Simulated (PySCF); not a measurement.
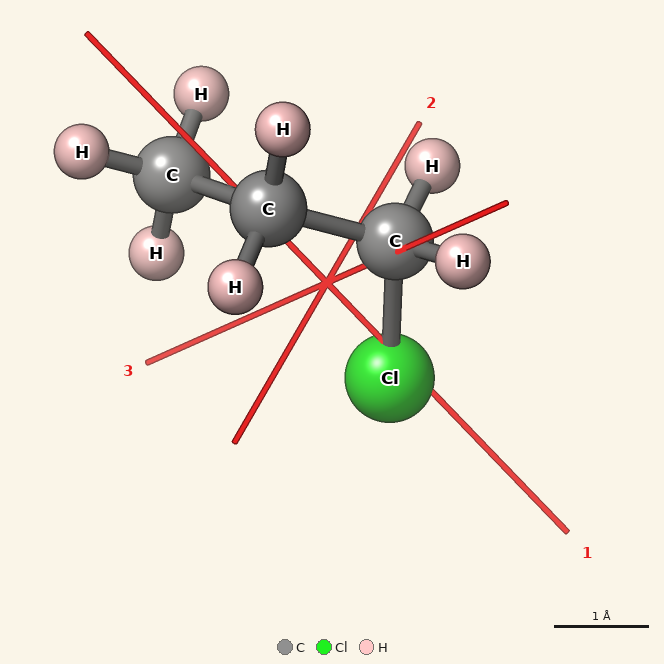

The three principal axes of inertia are drawn and numbered. Atoms fade into the background with distance from the viewer. Computed geometry: PBE0-D3(BJ)/def2-SVP optimisation. No frequency run is at hand to confirm it as a minimum. Masses are those of the most abundant isotopes; constants are for the rigid equilibrium geometry.

**Which line is the a axis (least moment of inertia), which b and which c?**

a is line 1, b is line 3, c is line 2; the moments are 42.8, 151, 177 u Å².

**What kind of rotor is it, and what are its rotational constants in cm⁻¹?**

An asymmetric top (C1): A = 0.394, B = 0.111, C = 0.0954 cm⁻¹. Ray's parameter κ is −0.89, close to the prolate limit.
